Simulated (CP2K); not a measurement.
# One shape, several levels: Si2H5OF (SMILES O[SiH](F)[SiH3])

We compute a comparison of 3 runs (B3LYP/6-31G*, AM1, PM6) of Si2H5OF. 

The results are computed with CP2K 2026.2.

2 further runs of the same task are left out: 2 set aside as unsound or not needed.

### Step 1. The molecule

The species is Si2H5OF (9 atoms), meant as a singlet with charge 0. SMILES: `O[SiH](F)[SiH3]`. The Si4–H9 distance was set to 1.709 Å, away from the relaxed value.

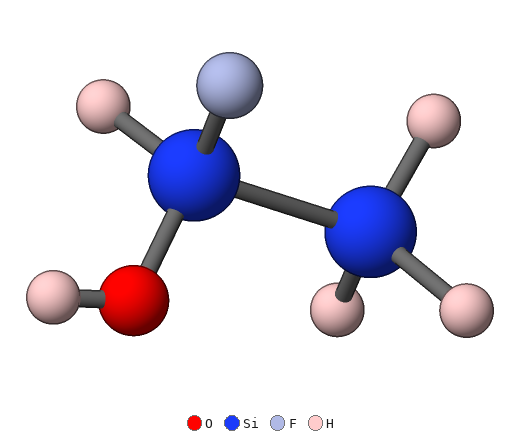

The structure, seen from a chosen angle (oxygen red, silicon blue, fluorine light blue, hydrogen pink).

### Step 2. A single-point energy at B3LYP/6-31G(d) (spherical functions) (run 1)

Input file molecule.inp:

```
&FORCE_EVAL
  METHOD QUICKSTEP
  &DFT
    BASIS_SET_FILE_NAME ./6_31gs.basis
    POTENTIAL_FILE_NAME POTENTIAL
    &QS
      METHOD GAPW
      EPS_DEFAULT 1.0E-10
    &END QS
    ! plane-wave cutoff in Ry
    &MGRID
      CUTOFF 280
      REL_CUTOFF 50
      NGRIDS 4
    &END MGRID
    ! no periodic images
    &POISSON
      PERIODIC NONE
      POISSON_SOLVER MULTIPOLE
    &END POISSON
    &SCF
      SCF_GUESS ATOMIC
      EPS_SCF 1.0E-07
      MAX_SCF 80
      ADDED_MOS 10
      &DIAGONALIZATION
        ALGORITHM STANDARD
      &END DIAGONALIZATION
      &MIXING
        METHOD DIRECT_P_MIXING
        ALPHA 0.4
      &END MIXING
    &END SCF
    &XC
      &XC_FUNCTIONAL
        &HYB_GGA_XC_B3LYP
        &END HYB_GGA_XC_B3LYP
      &END XC_FUNCTIONAL
      ! exact exchange
      &HF
        FRACTION 0.2
        &SCREENING
          EPS_SCHWARZ 1.0E-10
        &END SCREENING
        &MEMORY
          MAX_MEMORY 1050
        &END MEMORY
      &END HF
    &END XC
    &PRINT
      &MOMENTS
        PERIODIC F
        REFERENCE COM
        MAX_MOMENT 1
      &END MOMENTS
      &MO ON
        ENERGIES T
        OCCUPATION_NUMBERS T
        NDIGITS 6
        &EACH
          QS_SCF 0
        &END EACH
        ADD_LAST NUMERIC
      &END MO
      &LOWDIN ON
      &END LOWDIN
      &HIRSHFELD OFF
      &END HIRSHFELD
      &MO_MOLDEN ON
        NDIGITS 8
      &END MO_MOLDEN
    &END PRINT
  &END DFT
  ! structure
  &SUBSYS
    ! vacuum box
    &CELL
      ABC 10.8 9.8 11.6
      PERIODIC NONE
    &END CELL
    &COORD
      O      4.894946     4.105021     7.524200
      Si     4.455946     4.555221     6.013800
      F      3.511846     5.849621     6.075500
      Si     6.422446     5.086921     4.864400
      H      4.236946     3.710221     8.099100
      H      3.622846     3.500421     5.375500
      H      6.086146     5.576421     3.500900
      H      7.269146     3.870621     4.742200
      H      7.288154     6.299579     5.701473
    &END COORD
    &KIND O
      BASIS_SET 6-31Gs
      POTENTIAL ALL
      LEBEDEV_GRID 194
      RADIAL_GRID 100
    &END KIND
    &KIND Si
      BASIS_SET 6-31Gs
      POTENTIAL ALL
      LEBEDEV_GRID 194
      RADIAL_GRID 100
    &END KIND
    &KIND F
      BASIS_SET 6-31Gs
      POTENTIAL ALL
      LEBEDEV_GRID 194
      RADIAL_GRID 100
    &END KIND
    &KIND H
      BASIS_SET 6-31Gs
      POTENTIAL ALL
      LEBEDEV_GRID 194
      RADIAL_GRID 100
    &END KIND
  &END SUBSYS
&END FORCE_EVAL

&GLOBAL
  PROJECT molecule
  RUN_TYPE ENERGY
  PRINT_LEVEL MEDIUM
&END GLOBAL
```

The run is started by

```bash
$ OMP_NUM_THREADS=1 cp2k.psmp -i molecule.inp -o molecule.out
```

Log:

```text
CP2K| version string:                                       CP2K version 2026.2
[...]
 GLOBAL| Method name                                                        CP2K
[...]
 GLOBAL| Run type                                                         ENERGY
[...]
 DFT| Spin restricted Kohn-Sham (RKS) calculation                            RKS
 DFT| Multiplicity                                                             1
[...]
 DFT| Charge                                                                   0
[...]
 FUNCTIONAL| HYB_GGA_XC_B3LYP:
[...]
 QS| Method:                                                                GAPW
[...]
 QS| Density cutoff [a.u.]:                                                140.0
[...]
 QS| Relative density cutoff [a.u.]:                                        25.0
[...]
                             - Atoms:                                          9
[...]
                             - Spherical basis functions:                     74
[...]
 Number of electrons:                                                         50
[...]
     1 P_Mix/Diag. 0.40E+00    5.9     0.49919753      -757.3813943150 -7.57E+02
[...]
    14 DIIS/Diag.  0.19E-06    1.8     0.00000008      -757.1327305968 -1.36E-12
  *** SCF run converged in    14 steps ***
[...]
  Overlap energy of the core charge distribution:               0.00000020780969
  Self energy of the core charge distribution:               -435.84669419646877
  Core Hamiltonian energy:                                   -332.13462257189826
  Hartree energy:                                             111.56003754196337
  Exchange-correlation energy:                                -16.58910052960177
  Hartree-Fock Exchange energy:                               -12.17128533154433
[...]
 ENERGY| Total FORCE_EVAL ( QS ) energy [hartree]           -757.132730596842521
[...]
```

It took 31 s on 1 thread of Arm Neoverse V1, shared host; peak memory 0.69 GiB.

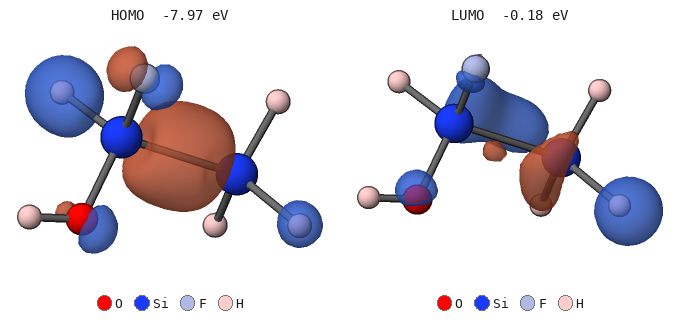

Frontier orbitals of this run, surfaces at ±0.2 Å^-3/2.

### Step 3. A single-point energy at AM1 (run 2)

Input file mol.inp:

```
&GLOBAL
    PROJECT_NAME mol
    RUN_TYPE ENERGY
    PRINT_LEVEL MEDIUM
&END GLOBAL

&FORCE_EVAL
    METHOD Quickstep
    &DFT
        &QS
            METHOD AM1
            EPS_DEFAULT 1.0E-10
            &SE
                &COULOMB
                    CUTOFF [angstrom] 50
                    RC_RANGE [angstrom] 0
                &END COULOMB
                &EXCHANGE
                    CUTOFF [angstrom] 50
                    RC_RANGE [angstrom] 0
                &END EXCHANGE
            &END SE
        &END QS
        &POISSON
            PERIODIC NONE
            POISSON_SOLVER ANALYTIC
        &END POISSON
        &SCF
            SCF_GUESS ATOMIC
            EPS_SCF 1.0E-06
            MAX_SCF 100
            &DIAGONALIZATION
                ALGORITHM STANDARD
            &END DIAGONALIZATION
            &MIXING
                METHOD DIRECT_P_MIXING
                ALPHA 0.4
            &END MIXING
        &END SCF
        &PRINT
            &MOMENTS
                PERIODIC F
                REFERENCE COM
                MAX_MOMENT 1
            &END MOMENTS
            &MO ON
                ENERGIES T
                OCCUPATION_NUMBERS T
                NDIGITS 6
                &EACH
                    QS_SCF 0
                &END EACH
                ADD_LAST NUMERIC
            &END MO
            &HIRSHFELD OFF
            &END HIRSHFELD
        &END PRINT
    &END DFT
    &SUBSYS
        &CELL
            ABC 19.8 18.8 20.6
            PERIODIC NONE
        &END CELL
        &COORD
            UNIT bohr
            O     -0.9550827    -1.4531200     3.1349177
            Si    -1.7846725    -0.6023653     0.2806754
            F     -3.5687629     1.8436962     0.3972715
            Si     1.9314740     0.4024021    -1.8913759
            H     -2.1985225    -2.1991839     4.2213212
            H     -3.3590033    -2.5956484    -0.9255368
            H      1.2959591     1.3274230    -4.4680174
            H      3.5315051    -1.8960718    -2.1223004
            H      3.5674250     2.6939936    -0.3095371
        &END COORD
        &TOPOLOGY
            &CENTER_COORDINATES
            &END CENTER_COORDINATES
        &END TOPOLOGY
    &END SUBSYS
&END FORCE_EVAL
```

The run is started by

```bash
$ OMP_NUM_THREADS=1 cp2k.psmp mol.inp > mol.out
```

Log:

```text
CP2K| version string:                                       CP2K version 2026.2
[...]
 GLOBAL| Method name                                                        CP2K
[...]
 GLOBAL| Run type                                                         ENERGY
[...]
                             - Atoms:                                          9
[...]
                             - Spherical basis functions:                     21
[...]
 Number of electrons:                                                         26
[...]
     1 P_Mix/Diag. 0.40E+00    0.0     0.77702767       -33.8650001385 -3.39E+01
[...]
    18 DIIS/Diag.  0.94E-07    0.0     0.00000033       -38.3322369537 -4.31E-12
  *** SCF run converged in    18 steps ***
  Core-core repulsion energy [eV]:                           1474.75822971020557
  Core Hamiltonian energy [eV]:                             -1725.88195218760279
  Two-electron integral energy [eV]:                        -1583.89898270024423
  Electronic energy [eV]:                                   -2517.83144353772468
  Total energy [eV]:                                        -1043.07321382751934
  Atomic reference energy [eV]:                              1037.47484401652764
  Heat of formation [kcal/mol]:                              -129.10148503572270
[...]
 SE_DIPOLE| Moment [Debye]          0.82857946       1.27571542      -0.29044542
 SE_DIPOLE| Derivative [a.u.]       0.00000000       0.00000000       0.00000000
 ENERGY| Total FORCE_EVAL ( QS ) energy [hartree]            -38.332236953696935
[...]
```

Wall time 0.28 s (1 thread of Arm Neoverse V1, shared host).

### Step 4. The energy at PM6 (run 3)

Input file gas.inp:

```
&GLOBAL
    PROJECT_NAME gas
    RUN_TYPE ENERGY
    PRINT_LEVEL MEDIUM
&END

&FORCE_EVAL
    METHOD QUICKSTEP
    &DFT
        # Quickstep
        &QS
            METHOD PM6
            EPS_DEFAULT 1.0E-10
            &SE
                &COULOMB
                    CUTOFF [angstrom] 50
                    RC_RANGE [angstrom] 0
                &END
                &EXCHANGE
                    CUTOFF [angstrom] 50
                    RC_RANGE [angstrom] 0
                &END
            &END
        &END
        &POISSON
            PERIODIC NONE
            POISSON_SOLVER ANALYTIC
        &END
        &SCF
            SCF_GUESS ATOMIC
            EPS_SCF 1.0E-06
            MAX_SCF 30
            &OT
                MINIMIZER DIIS
                PRECONDITIONER FULL_ALL
            &END
            &OUTER_SCF
                EPS_SCF 1.0E-06
                MAX_SCF 10
            &END
        &END
        &PRINT
            &MOMENTS
                PERIODIC F
                REFERENCE COM
                MAX_MOMENT 1
            &END
            &MO_CUBES
                NLUMO 3
                NHOMO -1
                WRITE_CUBE F
            &END
            &HIRSHFELD OFF
            &END
        &END
    &END
    # structure
    &SUBSYS
        # vacuum box
        &CELL
            ABC 11.8 10.8 12.6
            PERIODIC NONE
        &END
        &COORD
            O     -0.505408    -0.768958     1.658927
            Si    -0.944408    -0.318758     0.148527
            F     -1.888508     0.975642     0.210227
            Si     1.022092     0.212942    -1.000873
            H     -1.163408    -1.163758     2.233827
            H     -1.777508    -1.373558    -0.489773
            H      0.685792     0.702442    -2.364373
            H      1.868792    -1.003358    -1.123073
            H      1.887800     1.425600    -0.163800
        &END
        &TOPOLOGY
            &CENTER_COORDINATES
            &END
        &END
    &END
&END
```

The run is started by

```bash
$ OMP_NUM_THREADS=1 cp2k.psmp -i gas.inp > gas.out 2>&1
```

Log:

```text
CP2K| version string:                                       CP2K version 2026.2
[...]
 GLOBAL| Method name                                                        CP2K
[...]
 GLOBAL| Run type                                                         ENERGY
[...]
                             - Atoms:                                          9
[...]
                             - Spherical basis functions:                     31
[...]
 Number of electrons:                                                         26
[...]
     1 OT DIIS     0.15E+00    0.0     0.33264631       -31.0618242461 -3.11E+01
[...]
     8 OT DIIS     0.15E+00    0.0     0.00000077       -35.9721717386 -1.05E-09
  *** SCF run converged in     8 steps ***
  Core-core repulsion energy [eV]:                           1319.29247764837737
  Core Hamiltonian energy [eV]:                             -1616.07178860632530
  Two-electron integral energy [eV]:                        -1364.14652474972695
  Electronic energy [eV]:                                   -2298.14505098118843
  Total energy [eV]:                                         -978.85257333281140
  Atomic reference energy [eV]:                               972.47524901652741
  Heat of formation [kcal/mol]:                              -147.06460408709995
[...]
 SE_DIPOLE| Moment [Debye]          0.27420706       1.63678749      -0.49036628
 SE_DIPOLE| Derivative [a.u.]       0.00000000       0.00000000       0.00000000
 *** WARNING in qs_scf_post_se.F:140 :: Printing of MO cube files not ***
 *** implemented for Semi-Empirical method.                           ***
 ENERGY| Total FORCE_EVAL ( QS ) energy [hartree]            -35.972171738592678
[...]
```

It took 0.58 s on 1 thread of Arm Neoverse V1, shared host.

### Step 5. Overview of the runs

```
run                               level  scheme  SCF convergence threshold  energy (Eh)  dipole moment (D)  HOMO energy (eV)  wall time
  1  B3LYP/6-31G* (spherical functions)    GAPW                      1e-07  -757.132731               1.83             -7.97       31 s
  2                                 AM1       –                      1e-06   -38.332237               1.55            -10.36     0.28 s
  3                                 PM6       –                      1e-06   -35.972172               1.73                 –     0.58 s
```

### Step 6. Outcome

| quantity | value |
| --- | --- |
| run 3: total energy | -35.97217 Eh |
| run 3: dipole moment | 1.73 D |
| run 3: heat of formation | -147.1 kcal/mol |

The dipole moment (its size) runs from 1.55 D (AM1) to 1.83 D (B3LYP/6-31G*). The two ends differ in method and basis and Hamiltonian. Force-field and semi-empirical energies have zeros of their own, so their totals don't compare. All runs together took 32 s, the longest 31 s.
